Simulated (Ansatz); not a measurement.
# BaTiO3 (tetragonal-perovskite type, space group P4mm): energy against volume

BaTiO₃ (tetragonal-perovskite type, space group P4mm)

```
BaTiO3
1.0
    3.95547     0.00000     0.00000
    0.00000     3.95547     0.00000
    0.00000     0.00000     4.04610
Ti Ba O
1 1 3
Direct
  0.50000   0.50000   0.44711
  0.00000   0.00000   0.93192
  0.50000   0.50000   0.90181
  0.50000   0.00000   0.41258
  0.00000   0.50000   0.41258
```

This relaxed cell (volume V₀) is scaled evenly in all directions, its shape held. The atoms relax within the cell's symmetry.

These are PBEsol (plane waves to 420 eV, PAW, scalar-relativistic; Ansatz, a quantum-chemistry and plane-wave program) values and carry that method's errors. k mesh 8×8×8 (Γ-centred), Fermi-Dirac smearing 0.05 eV. E stands for the smeared free energy. The relaxing atoms change the space group within the scan (P4/mmm at V/V₀ = 0.840), so nothing is fitted. BaTiO3 is run without spin polarisation. BaTiO3 was relaxed with its symmetry unable to fall. The PAW data are Ansatz's earlier set. The zero of ΔE is the relaxed starting cell.

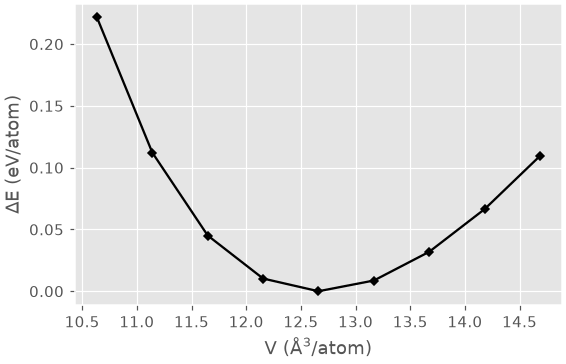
*ΔE (eV/atom) against V (Å³/atom); markers are the computed points, lines only join them.*

The pressure at the smallest volume is 42.4 GPa, the energy cost of the largest compression is 221.6 meV/atom and the energy cost of the largest expansion comes out as 109.5 meV/atom.

(Under strain, the slope of the energy per volume gives the stress and its curvature an elastic modulus.)
